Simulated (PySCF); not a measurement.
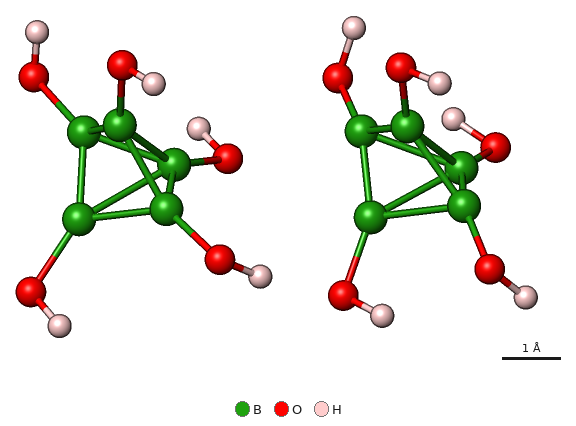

Two geometries of B5H5O5 (charge −2), drawn at one scale. One is the start of a relaxation, the other its converged end. The picture is a ball-and-stick view, seen from a free direction.

Level of theory: PySCF 2.14.0, density-fitted response routines, PBE0-D3(BJ)/def2-SVP geometry optimisation, gas phase. 

**Which geometry has the lower energy?**

The right one is the relaxed one. The start comes from GFN2-xTB. Its atoms were then displaced at random by about 0.03 Å. The atom that moves furthest after the best rigid fit is an H atom (0.64 Å). Largest moves by element: H 0.64 Å, O 0.45 Å, B 0.20 Å. Near-neighbour distances that change, for instance: B–O 1.670 → 1.477 Å, B–B 1.659 → 1.836 Å, B–B 1.516 → 1.682 Å, B–O 1.570 → 1.445 Å. Among the angles between lasting bonds that change: B–B–O 135.9° → 117.6°, B–B–O 126.0° → 109.0°, B–B–O 125.2° → 108.8°. The energy falls by 2.323 eV in 28 geometry steps. Cost: 5.5 min on 1 thread of Arm Neoverse V2 (shared host).

Limits of the set-up: the basis has no diffuse functions, which an anion needs.
